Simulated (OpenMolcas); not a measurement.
# Two attempts at AgH3O2 (SMILES [OH][Ag-][OH2+])

Wanted: energy and one-electron properties of AgH3O2, HF/ANO-RCC-VDZ (DKH2, Cholesky decomposition, population LoProp).

The results are computed with OpenMolcas 26.06.

### Step 1. Starting point

AgH3O2 has 6 atoms, charge 0, and is taken as a singlet. As SMILES, `[OH][Ag-][OH2+]`. The shape comes from GFN2-xTB, which is rough for such elements, and wasn't checked as a minimum.

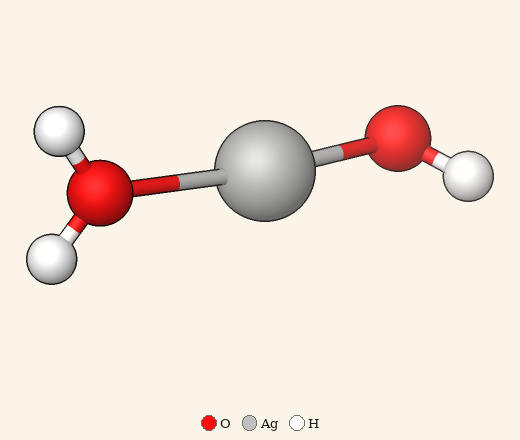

The structure, seen from a chosen angle (oxygen red, silver light grey, hydrogen white).

### Step 2. First attempt

File mol.xyz:

```xyz
6

O     -1.519370    -1.996790    -0.655360
Ag    -0.362850    -0.432800    -0.170820
O      1.076860     1.219440     0.575230
H     -2.177410    -1.851400    -1.335810
H      1.833370     1.562690     0.097670
H     -1.519370    -1.896790    -0.655360
```

File mol.inp:

```
* AgH3O2 Hartree-Fock
&GATEWAY
Coord=mol.xyz
Basis=ANO-RCC-VDZ
Group=NoSym
&SEWARD
Medium
&SCF
Iterations=70
PrOrbitals=1 1
&LOPROP
```

Launch:

```console
export MOLCAS_MEM=1860
pymolcas mol.inp > mol.log
```

The log of the run:

```text
--- Start Module: gateway ---

                                              &GATEWAY

                       available to each process: 1.9 GB of memory, 1 thread

++    Symmetry information:
      ---------------------

                    Character Table for C1

                             E
                    a        1  x, y, xy, Rz, z, xz, Ry, yz, Rx, I
--

++    Basis set information:
      ----------------------

      Basis set label: O.ANO-RCC...3S2P.

      Electronic valence basis set:
      ------------------
      Associated Effective Charge   8.000000 au
      Associated Actual Charge      8.000000 au
      Nuclear Model: Point charge

      Shell  nPrim  nBasis  Cartesian Spherical Contaminant
         s      14       3        X
         p       9       2        X

      Basis set label: AG.ANO-RCC...6S5P3D.

      Electronic valence basis set:
      ------------------
      Associated Effective Charge  47.000000 au
      Associated Actual Charge     47.000000 au
      Nuclear Model: Point charge

      Shell  nPrim  nBasis  Cartesian Spherical Contaminant
         s      21       6        X
         p      18       5        X
         d      13       3                 X

      Basis set label: O.ANO-RCC...3S2P.

[... 178 lines left out ...]
                                   SCF        iterations: Energy and convergence statistics
[... 229 lines left out ...]
++ Convergence information
[... 164 lines left out ...]
      Nuclear repulsion energy =  278.60591174
[... 176 lines left out ...]
      Dipole Moment (debye):
[... 89 lines left out ...]
 *                                                       Final Results                                                       *
[... 203 lines left out ...]
 *                                             SCF/KS-DFT Program, Final results                                             *
[... 200 lines left out ...]
       Convergence after   8 Iterations
[... 191 lines left out ...]
                                   SCF        iterations: Energy and convergence statistics
[... 174 lines left out ...]
Dipole magnitude:  0.37823102
[... 87 lines left out ...]
Dipole magnitude:  0.15448270
[... 87 lines left out ...]
Dipole magnitude:  0.01132483
[... 91 lines left out ...]
Dipole magnitude:  0.11722548
[... 87 lines left out ...]
Dipole magnitude:  0.24472830
[... 57 lines left out ...]
 **********************************************************************************
 *       Errors introduced by zeroing multipole moments greater than l =  1       *
 **********************************************************************************

l=2

  m     Original       New            Error            Percent

 -2     -1.48644750     -2.86236452      1.37591702     92.56
 -1     -2.44871012     -2.81173978      0.36302966     14.83
  0      1.15277328      1.51977858     -0.36700531     31.84
  1     -0.20508225     -0.50159980      0.29651755    144.58
  2      5.09462439      4.79077111      0.30385328      5.96

Root mean square =       0.68408779

 **********************************************************************************
 *       Errors introduced by zeroing multipole moments greater than l =  0       *
 **********************************************************************************

l=1

  m     Original       New            Error            Percent

 -1     -2.05836597     -2.06674710      0.00838113      0.41
  0     -2.13004276     -2.06876375     -0.06127901      2.88
  1     -2.40541720     -2.43011399      0.02469679      1.03

Root mean square =       0.03845036

l=2

  m     Original       New            Error            Percent

 -2     -1.48644750     -3.12710814      1.64066064    110.37
 -1     -2.44871012     -2.36809705     -0.08061307      3.29
  0      1.15277328      2.01714573     -0.86437246     74.98
  1     -0.20508225     -0.25949207      0.05440983     26.53
  2      5.09462439      4.29333060      0.80129379     15.73

Root mean square =       0.90448192
--- Stop Module: loprop /rc=_RC_ALL_IS_WELL_ ---
--- Module loprop spent 6 seconds ---

.##################.
.# Happy landing! #.
.##################.

    Timing: Wall=16.40 User=14.19 System=2.07
```

It took 17 s on 1 thread of Arm Neoverse V2, shared host; peak memory 0.21 GiB.

### Step 3. Reading the log

The run finished; that doesn't make the result usable.

The fault: two atoms lie on top of or far too near each other. As the program read them, the closest atoms are 0.10 Å apart, against 0.96 Å in the sound input.

### Step 4. Second attempt

Changes to mol.xyz since step 2:

```diff
@@ -7,2 +7,2 @@
 H      1.833370     1.562690     0.097670
-H     -1.519370    -1.896790    -0.655360
+H      1.149390     1.498840     1.489090
```

File mol.input:

```
* AgH3O2 Hartree-Fock

&GATEWAY
  Coord=mol.xyz
  Basis=ANO-RCC-VDZ
  Group=NoSym

&SEWARD
  Medium

&SCF
  Thresholds=1e-06 0.001 0.001 0.01
  PrOrbitals=1 1

&LOPROP
```

Launch:

```console
export MOLCAS_MEM=1860
pymolcas mol.input > mol.log
```

The log of the run, shortened:

```text
--- Start Module: gateway ---
[...]
       Convergence after   4 Iterations
[...]
      Dipole Moment (debye):
[... 100 lines left out ...]
Dipole magnitude:  0.12891989
[... 87 lines left out ...]
[...]
--- Stop Module: loprop /rc=_RC_ALL_IS_WELL_ ---
[...]
```

Wall time 15 s (1 thread of Arm Neoverse V2, shared host); peak memory 0.21 GiB.

Atomic charges (e):

```tsv
atom	Mulliken	program's own
O1	-1.015	-1.046
Ag2	+0.715	+0.710
O3	-0.776	-0.652
H4	+0.289	+0.281
H5	+0.393	+0.353
H6	+0.395	+0.354
```

### Step 5. Outcome

At HF/ANO-RCC-VDZ (DKH2, Cholesky decomposition, population LoProp):

| quantity | value |
| --- | --- |
| total energy | -5463.44282 Eh |
| dipole moment | 9.55 D |
| HOMO energy | -9.37 eV |
| LUMO energy | 0.75 eV |
| HOMO–LUMO gap | 10.12 eV |
| mean static polarisability | 24.2 bohr³ |

The first attempt's energy was +704.279 eV off this one. Mulliken charges run from -1.01 on O1 to +0.71 on Ag2; they depend strongly on the basis.
